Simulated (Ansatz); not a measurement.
```yaml
crystal:
  periodic: [false, false, false]
  atoms:
    - {symbol: C, position_ang: [-0.777628, 0.466760, -0.320613]}
    - {symbol: Al, position_ang: [0.911292, -0.360690, 0.156427]}
    - {symbol: I, position_ang: [0.961386, -2.112639, 1.915089]}
    - {symbol: H, position_ang: [-0.727610, 1.549637, -0.165599]}
    - {symbol: H, position_ang: [-1.365520, -0.111675, 0.393801]}
    - {symbol: H, position_ang: [-0.989986, 0.311423, -1.383612]}
    - {symbol: H, position_ang: [2.299526, 0.002311, -0.505328]}
basis:
  gaussian: {orbitals: def2-TZVPP}
hamiltonian: {xc: pbe, dispersion: d4}
```

Geometry: moved along internal coordinates away from the minimum.

Describe the molecule in this file.

Formula CH₄AlI. SMILES: `[CH3][AlH][I]`. Coordination, clear cases only: 1 Al trigonal planar.

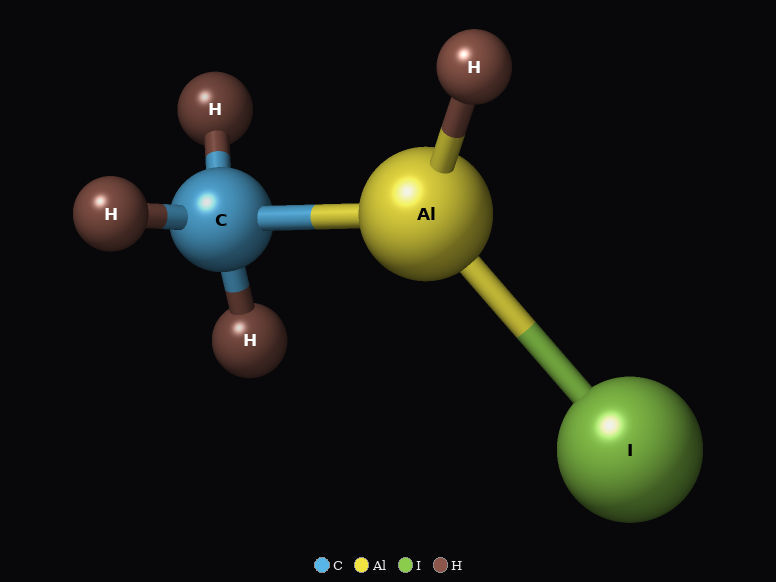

Simulated data, not a measurement (program: Ansatz).
